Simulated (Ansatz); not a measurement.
# Run report: CCl$_{2}$FNSn, phonon calculation

CCl$_{2}$FNSn, computed with RKS PBE0-D4/def2-TZVP (Ansatz 0.2.0).

The geometry comes from this level: PBE0-D4/def2-TZVP. Figures and captions count atoms from 1; the log counts them from 0 in places.

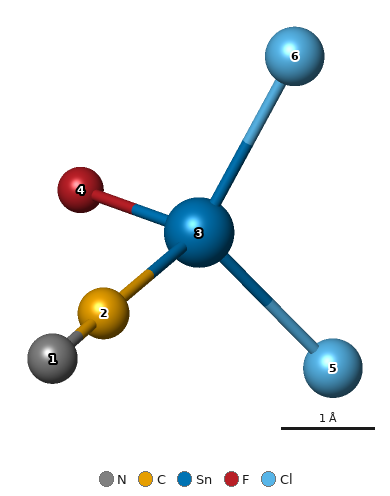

The structure (ball-and-stick view, seen at a tilt; atoms are numbered from 1 in the order of the input). Sticks mark near contacts.

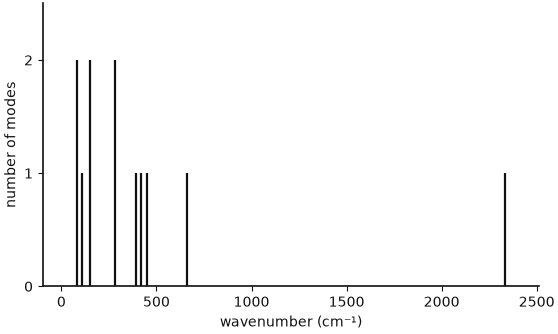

Harmonic vibrational wavenumbers from the force constants; neighbouring modes closer than 10 cm⁻¹ are counted in one stick. 12 modes from 77 to 2333 cm⁻¹, none imaginary.

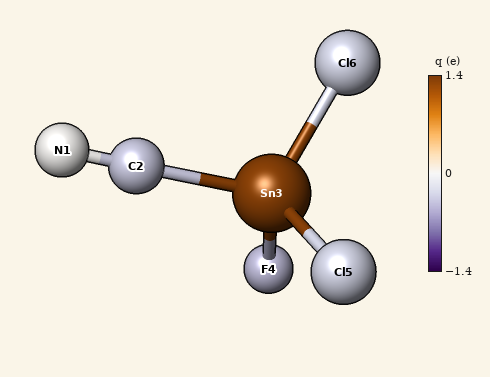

Mulliken charges, as the colour of each atom (ball-and-stick view, seen at a tilt; atoms are numbered from 1 in the order of the input). By element: N +0.02, C −0.36, Sn +1.33, F −0.43 and Cl −0.28 e.

These pictures come from the run below.

## Input
```yaml
crystal:
  periodic: [false, false, false]
  atoms:
    - {symbol: N, position_ang: [1.617275, -1.865101, 1.139146]}
    - {symbol: C, position_ang: [0.917293, -1.094892, 0.647301]}
    - {symbol: Sn, position_ang: [-0.320464, 0.327366, -0.236194]}
    - {symbol: F, position_ang: [-1.783994, -0.612697, -0.974689]}
    - {symbol: Cl, position_ang: [0.746970, 1.400495, -1.933145]}
    - {symbol: Cl, position_ang: [-1.134981, 1.780829, 1.311279]}
basis:
  gaussian: {orbitals: def2-TZVP}
hamiltonian: {xc: pbe0, dispersion: d4}
phonons: {temperatures: {t_min: 298.15, t_max: 900, t_step: 200}}
```

Launched with:
```bash
ansatz run in.yaml --threads 4 --pin off --events-out ev --progress --plain --max-ram 10444MiB
```

## What the program printed
```
Functional definition: PBE0
  name "PBE0"
  cite "Adamo & Barone, J. Chem. Phys. 110, 6158 (1999) doi:10.1063/1.478522"
  cite "Perdew, Burke & Ernzerhof, Phys. Rev. Lett. 77, 3865 (1996) doi:10.1103/PhysRevLett.77.3865"
  parent pbe
  parameter a = 0.25
  parameter kappa = 0.804
  parameter beta = 0.06672455060314922
  exchange = (1 - a)*pbe_x(kappa = kappa, mu = beta*pi^2/3) + a*exact_x
  correlation = pbe_c(beta = beta)
1488 factors; their error is unknown
mean field evaluation 1: about -36105.7802 eV, gradient 5.9e1 eV
mean field evaluation 2: about -36087.3260 eV, gradient 1.1e2 eV
mean field evaluation 4: about -36112.1179 eV, gradient 9.3e0 eV
mean field evaluation 8: about -36112.2766 eV, gradient 2.4e-1 eV
mean field evaluation 16: about -36112.4401 eV, gradient 2.4e-4 eV
mean field -36112.44011052 eV, -1327.1076961706 hartree, gradient 1.5e-5 eV, S^2 0.000000; 0 other end points of the search recorded, 0 dependent functions left out
the calculation of the forces begins
reference -36112.44014356 eV, -1327.1076973848 hartree; 39, 39 occupied and 178, 178 virtual orbitals, 1488 factors
these checks for a lower state are left out or cut short: stability, starts, cluster_reference, orbital_swaps, neighbouring_geometries, increment
1488 factors; their error is unknown
mean field -36112.43998035 eV, -1327.1076913868 hartree, gradient 1.3e-6 eV, S^2 0.000000; 0 other end points of the search recorded, 0 dependent functions left out
[... from here on the field's lines of each further geometry are left out, up to the last ...]
the calculation of the forces begins
reference -36112.44015515 eV, -1327.1076978108 hartree; 39, 39 occupied and 178, 178 virtual orbitals, 1488 factors
these checks for a lower state are left out or cut short: stability, starts, cluster_reference, orbital_swaps, neighbouring_geometries, increment
1488 factors; their error is unknown
mean field -36112.44004760 eV, -1327.1076938582 hartree, gradient 1.3e-6 eV, S^2 0.000000; 0 other end points of the search recorded, 0 dependent functions left out
the calculation of the forces begins
reference -36112.44008064 eV, -1327.1076950723 hartree; 39, 39 occupied and 178, 178 virtual orbitals, 1488 factors
Total energy: -36112.62595932 eV, -1327.1145259880 hartree
Atom 0 at     1.617275    -1.865101     1.139146 Å, force    -0.001031     0.001543     0.001727 eV/Å
Atom 1 at     0.917293    -1.094892     0.647301 Å, force     0.001002    -0.000943    -0.002652 eV/Å
Atom 2 at    -0.320464     0.327366    -0.236194 Å, force    -0.003099    -0.003219    -0.000652 eV/Å
Atom 3 at    -1.783994    -0.612697    -0.974689 Å, force     0.002149     0.001446     0.001062 eV/Å
Atom 4 at     0.746970     1.400495    -1.933145 Å, force     0.000340     0.000721     0.000108 eV/Å
Atom 5 at    -1.134981     1.780829     1.311279 Å, force     0.000639     0.000451     0.000408 eV/Å
Dipole moment:    -0.054300     0.409100    -0.078135 e Å
Vibrations: 77.32 86.94 109.86 149.98 150.74 279.50 282.34 391.01 418.94 448.50 660.03 2332.68 cm⁻¹, zero-point energy 0.334003 eV
```

## Results in brief

```json
{"quantity": "outcome", "value": "converged"}
{"quantity": "total energy", "value": "−36112.6260 eV"}
{"quantity": "mean-field energy", "value": "−36112.4401 eV"}
{"quantity": "dispersion energy", "value": "−0.1858 eV"}
{"quantity": "largest force (length of the vector)", "value": "0.005 eV/Å"}
{"quantity": "dipole moment", "value": "2.02 D"}
{"quantity": "hardware", "value": "4 threads of Arm Neoverse V2, 23 GiB of memory available, shared host"}
{"quantity": "wall time", "value": "1.9 min (CPU time 7.1 min)"}
{"quantity": "peak memory", "value": "0.71 GiB"}
```
